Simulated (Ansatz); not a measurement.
# Calculations on AlH3SClF

**1. Relaxation**

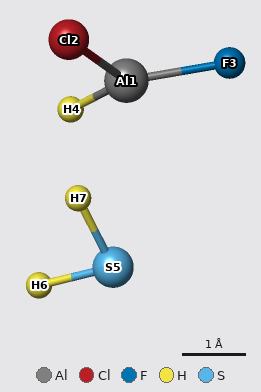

This is the input geometry for a relaxation of AlH3SClF. The picture is a ball-and-stick view, seen from a free direction.

The run prepares an end point of a later path (reaction) calculation, from a guessed geometry.

Method: RKS PBE-D4/def2-SVP (Ansatz 0.2.0).

Input
```yaml
crystal:
  periodic: [false, false, false]
  atoms:
    - { symbol: Al, position_ang: [0.054923, 0.265761, -0.030691] }
    - { symbol: Cl, position_ang: [-0.061993, 0.342817, 2.164439] }
    - { symbol: F, position_ang: [1.53605, 0.646246, -0.707835] }
    - { symbol: H, position_ang: [-1.246641, 0.123095, -0.914066] }
    - { symbol: S, position_ang: [0.301142, -3.0689, 0.800326] }
    - { symbol: H, position_ang: [-1.039425, -3.223872, 0.606175] }
    - { symbol: H, position_ang: [0.089243, -2.209047, 1.867852] }
basis:
  gaussian: { orbitals: def2-SVP }
hamiltonian:
  xc: pbe
  dispersion: d4
relax:
  f_tol: 0.03
  max_steps: 50
```

Command:
```bash
ansatz run input.yaml --threads 1 --pin off --max-ram 2048MiB --backend cpu --events-out ev --progress --plain --runs-dir out
```

**What does the optimiser find from here?**

After 19 accepted moves (22 points after the start) the energy has fallen by 9.56 kcal/mol. The largest force component goes from 1 to 0.013 eV/Å. The line search rejected the trial steps at points 11, 13, 15 of the run. The forces were under the threshold at step 10, but the run went on from there. H7 moves most after the best rigid fit: 0.76 Å. Largest moves by element: H 0.76 Å, S 0.65 Å, F 0.56 Å, Cl 0.44 Å, Al 0.34 Å. Some distances before and after: Al1–S5 3.445 → 2.576 Å, Al1–Cl2 2.200 → 2.138 Å, S5–H7 1.387 → 1.365 Å, Al1–F3 1.672 → 1.685 Å. New bonds form, among them: Al1–S5 (3.45 → 2.58 Å). The run took 26 s on 1 thread of Intel(R) Xeon(R) 6975P-C (Granite Rapids), with other jobs on the host, peak memory 0.15 GiB.

The structure at the end:

```xyz
7

Al   -0.0509   -0.0429    0.0763
Cl   -0.4960    0.4156    2.1169
F     1.5546    0.2039   -0.3728
H    -1.1939    0.0473   -1.0195
S     0.1376   -2.5927    0.3935
H    -1.0810   -2.7168    0.9946
H     0.7628   -2.4383    1.5972
```

After the run, drawn alike:

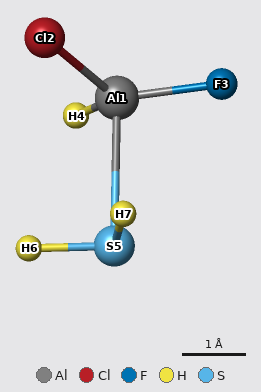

Limits of the set-up: the start holds two separate molecules, 2.6 Å apart at their closest, whose relative position is a soft coordinate.

**2. Relaxation**

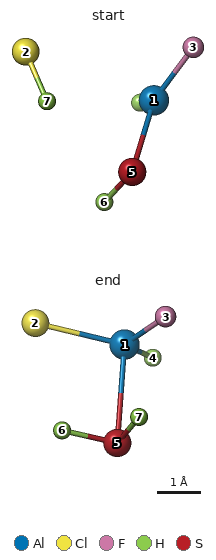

The structure of AlH3SClF before (top) and after (bottom) a relaxation, at one scale.

The picture is a ball-and-stick view, seen at a tilt.

The run prepares an end point of a later path (reaction) calculation, from a guessed geometry.

All numbers below come from RKS PBE-D4/def2-SVP (Ansatz 0.2.0). (no spin polarisation; force threshold 0.03 eV/Å; at most 50 steps)

Describe what moved and what it gained.

Answer. H7 moves most after the best rigid fit: 2.49 Å. By element the largest moves are H 2.49 Å, Cl 1.26 Å, Al 0.85 Å, F 0.78 Å, S 0.54 Å. Near-neighbour distances that change, for instance: Cl2–H7 1.346 → 3.904 Å, Al1–Cl2 3.422 → 2.140 Å, S5–H7 2.596 → 1.365 Å, Al1–S5 2.248 → 2.584 Å. New bonds form, among them: Al1–Cl2 (3.42 → 2.14 Å), S5–H7 (2.60 → 1.37 Å). Bonds break, among them: Cl2–H7 (1.35 → 3.90 Å). Bond angles that change, for instance: F3–Al1–S5 115.0° → 92.6°, H4–Al1–S5 123.1° → 105.0°, Al1–S5–H6 92.1° → 89.3°. Over 41 accepted moves (47 points after the start) the energy falls by 22.1 kcal/mol. Largest force component: 0.78 eV/Å at the start, 0.02 eV/Å at the end. The line search rejected the trial steps at points 11, 25, 31, 34, 45, 46 of the run. The forces were under the threshold at step 21, but the run went on from there.

Limits of the set-up: the start holds two separate molecules, 2.6 Å apart at their closest, whose relative position is a soft coordinate.

**3. Path**

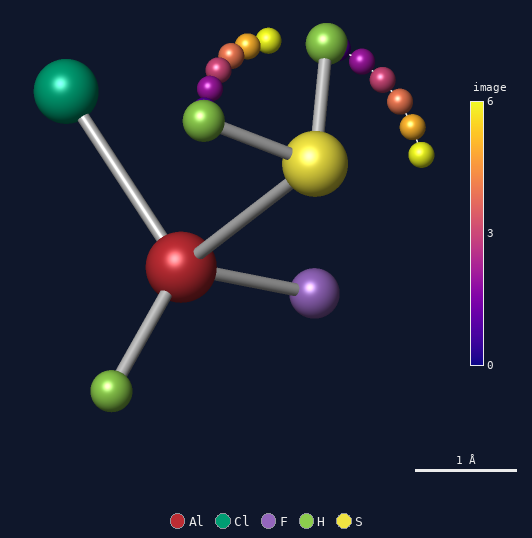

A search for the minimum-energy path of AlH3SClF by the nudged elastic band. Images are numbered from 0 (start) to 6 (end). The start is drawn whole; smaller spheres mark the moving atoms (H) in the later images, joined by lines and coloured by the number of the image. Style: ball-and-stick. Shown from a free direction.

Computed with RKS PBE-D4/def2-SVP in Ansatz.

Input file:
```yaml
crystal:
  periodic: [false, false, false]
  atoms:
    - { symbol: Al, position_ang: [-0.040211, -0.045634, 0.070883] }
    - { symbol: Cl, position_ang: [-0.501938, 0.42738, 2.104409] }
    - { symbol: F, position_ang: [1.571053, 0.188505, -0.3642] }
    - { symbol: H, position_ang: [-1.172124, 0.045573, -1.036401] }
    - { symbol: S, position_ang: [0.128959, -2.594703, 0.404228] }
    - { symbol: H, position_ang: [-1.096075, -2.707693, 0.994343] }
    - { symbol: H, position_ang: [0.743635, -2.437328, 1.612939] }
basis:
  gaussian: { orbitals: def2-SVP }
hamiltonian:
  xc: pbe
  dispersion: d4
neb:
  order_check: false
  images: 5
  f_tol: 0.05
  max_iterations: 60
  final_atoms:
    - { symbol: Al, position_ang: [-0.13866417, -0.07151445, 0.0909752] }
    - { symbol: Cl, position_ang: [-0.98427481, 0.4836142, 1.97714701] }
    - { symbol: F, position_ang: [1.55249187, -0.09647233, 0.06824747] }
    - { symbol: H, position_ang: [-0.92527449, 0.20485152, -1.25539359] }
    - { symbol: S, position_ang: [-0.2897695, -2.62772682, 0.44027898] }
    - { symbol: H, position_ang: [-0.6279977, -2.4123635, 1.74658668] }
    - { symbol: H, position_ang: [1.04678779, -2.60428862, 0.71835926] }
  initial_path:
    images:
      - { positions_ang: [[-0.040211, -0.045634, 0.070883], [-0.501938, 0.42738, 2.104409], [1.571053, 0.188505, -0.3642], [-1.172124, 0.045573, -1.036401], [0.128959, -2.594703, 0.404228], [-1.096075, -2.707693, 0.994343], [0.743635, -2.437328, 1.612939]] }
      - { positions_ang: [[-0.01038023, -0.03602053, 0.03932349], [-0.34017411, 0.30167765, 2.25443596], [1.5583702, 0.09605321, -0.51931461], [-1.20825702, 0.03343904, -0.9705984], [0.10293033, -2.53787876, 0.55168679], [-0.96817306, -2.88184755, 0.66068994], [0.49898289, -2.09932306, 1.76997782]] }
      - { positions_ang: [[0.01945054, -0.02640707, 0.00776398], [-0.17841021, 0.17597529, 2.40446291], [1.54568739, 0.00360142, -0.67442921], [-1.24439003, 0.02130508, -0.90479579], [0.07690166, -2.48105451, 0.69914558], [-0.84027112, -3.05600209, 0.32703689], [0.25433077, -1.76131812, 1.92701665]] }
      - { positions_ang: [[0.04928131, -0.0167936, -0.02379554], [-0.01664632, 0.05027294, 2.55448987], [1.53300459, -0.08885037, -0.82954382], [-1.28052305, 0.00917111, -0.83899319], [0.050873, -2.42423027, 0.84660437], [-0.71236918, -3.23015664, -0.00661617], [0.00967866, -1.42331317, 2.08405547]] }
      - { positions_ang: [[-0.01336718, -0.03503388, 0.01446138], [-0.33918915, 0.19472002, 2.36204225], [1.53950035, -0.09139102, -0.53028006], [-1.16210686, 0.07439792, -0.97779332], [-0.0626745, -2.49206245, 0.71116257], [-0.68424535, -2.95755893, 0.57778478], [0.3553817, -1.81697166, 1.6288234]] }
      - { positions_ang: [[-0.07601567, -0.05327417, 0.05271829], [-0.66173198, 0.33916711, 2.16959463], [1.54599611, -0.09393168, -0.23101629], [-1.04369068, 0.13962472, -1.11659346], [-0.176222, -2.55989464, 0.57572077], [-0.65612152, -2.68496121, 1.16218573], [0.70108475, -2.21063014, 1.17359133]] }
      - { positions_ang: [[-0.13866417, -0.07151445, 0.0909752], [-0.98427481, 0.4836142, 1.97714701], [1.55249187, -0.09647233, 0.06824747], [-0.92527449, 0.20485152, -1.25539359], [-0.2897695, -2.62772682, 0.44027898], [-0.6279977, -2.4123635, 1.74658668], [1.04678779, -2.60428862, 0.71835926]] }
```

Command:
```bash
ansatz run input.yaml --threads 1 --pin off --max-ram 2048MiB --backend cpu --events-out ev --progress --plain --runs-dir out
```

### Describe the path and its energy.

No bond forms or breaks between the ends. No barrier shows: the energy is highest at the start, and the end lies 0.70 kcal/mol below the start. The band converged in 17 iterations. The largest component of the band force went from 68 to 0.036 eV/Å.
